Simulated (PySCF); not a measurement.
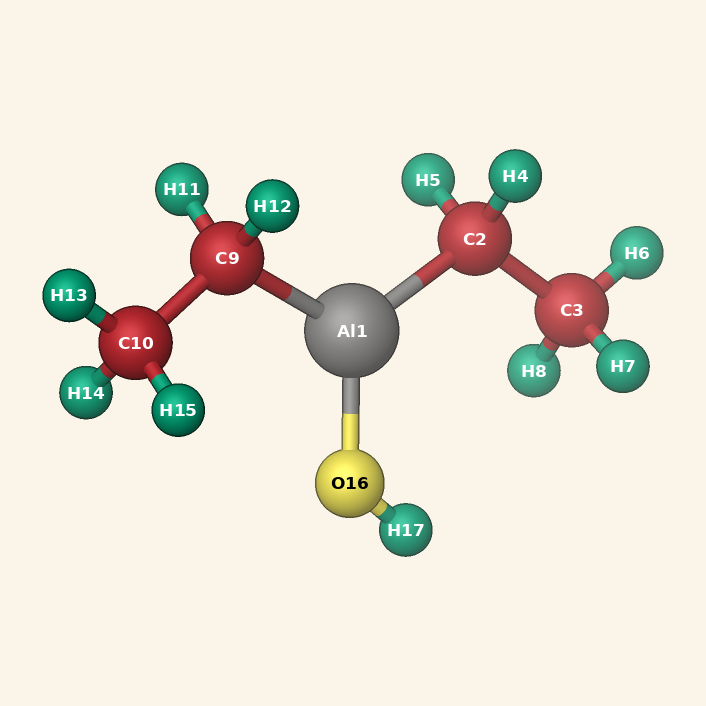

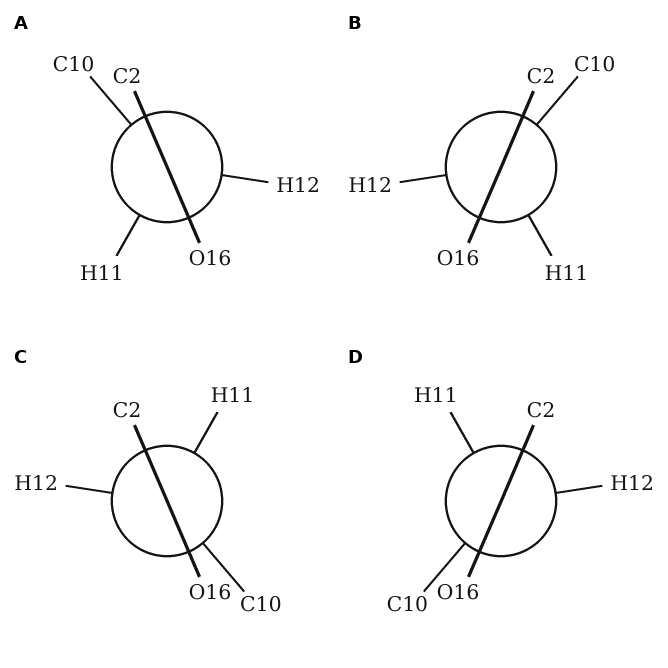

Distant atoms are faded towards the background colour. Bonds that would overlap in a projection are set slightly apart. The computed structure is the end point of a PBE0-D3(BJ)/def2-SVP optimisation. No frequency run is at hand to confirm it as a minimum.

> Which Newman projection shows the view along Al1–C9, with Al1 in front?

C. The torsion angle O16–Al1–C9–C10 is −2°, synperiplanar (eclipsed).
